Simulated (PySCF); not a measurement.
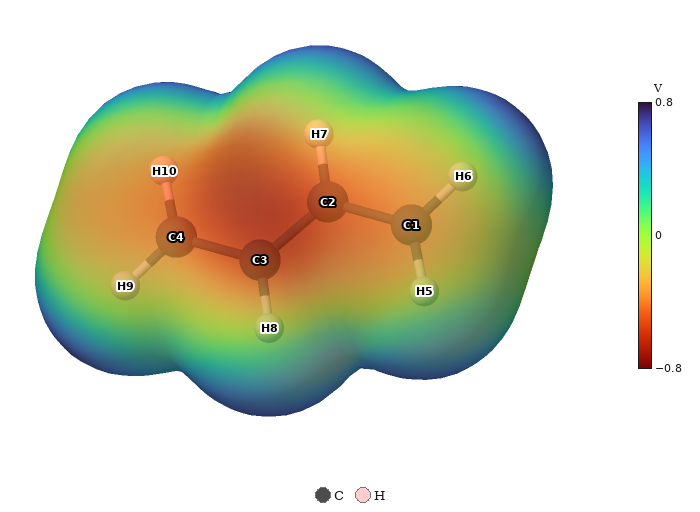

C₄H₆, triplet, SMILES `[CH2]C=C[CH2]`. Electrostatic potential on the surface of electron density 0.001 a.u.

PySCF calculation, HF/def2-TZVP, gas phase; geometry: GFN2-xTB. No frequency check shows the geometry to be a minimum. The stability of the open-shell solution wasn't checked. GFN2-xTB doesn't know the spin state, so this open-shell geometry is rough.

Input script:

```python
import numpy as np
from pyscf import gto, scf, dft
from pyscf.scf import atom_ks, atom_hf
from scipy.linalg import block_diag

def solve(mol, dm0=None, hcore=None):
    mf = scf.UHF(mol) if mol.spin else scf.RHF(mol)
    mf = mf.density_fit(auxbasis='def2-universal-jkfit')
    mf.conv_tol, mf.max_cycle = 1e-8, 80
    if hcore is not None:
        mf.get_hcore = lambda *args: hcore
    mf.kernel(dm0)
    if not mf.converged:
        mf = mf.newton().run(mf.mo_coeff, mf.mo_occ, max_cycle=30)
    assert mf.converged, 'SCF not converged'
    return mf

mol = gto.M(atom='''
C     -1.89519     0.09747     0.00000
C     -0.55195    -0.39857     0.00000
C      0.55195     0.39857     0.00000
C      1.89519    -0.09747     0.00000
H     -2.08396     1.15419     0.00000
H     -2.72959    -0.57567     0.00000
H     -0.42268    -1.47238     0.00000
H      0.42268     1.47238     0.00000
H      2.72959     0.57567     0.00000
H      2.08396    -1.15419     0.00000
''', basis='def2-tzvp', charge=0, spin=2, verbose=4)
mf = solve(mol)
mf.analyze()
# spherically averaged free atoms, for the promolecule
atm = scf.atom_hf.get_atm_nrhf(mol)
pro = block_diag(*[(atm[a[0]][2] * atm[a[0]][3]) @ atm[a[0]][2].T for a in mol._atom])
np.savez('result.npz', e=mf.e_tot, c=mf.mo_coeff, occ=mf.mo_occ, eps=mf.mo_energy, pro=pro, dip=mf.dip_moment(verbose=0), s2=mf.spin_square()[0])
```

Run with:

```sh
OMP_NUM_THREADS=1 python input.py
```

The run took 3.4 s on 1 thread of Intel(R) Xeon(R) Platinum 8259CL CPU @ 2.50GHz (Skylake/Cascade Lake), on a shared host, peak memory 0.24 GiB.

Partitions, critical points and surface values were worked out afterwards from this run's density.

Where are the extremes of the potential on the surface?

Answer. Highest: 0.64 V, 1.3 Å from H7, and at like points elsewhere. Lowest: −0.72 V, off the C2–C3 bond (2.2 to 2.3 Å from its atoms), and at like points elsewhere. The surface is sampled at points, so like sites can differ by a few per cent and only the strongest of them is named.
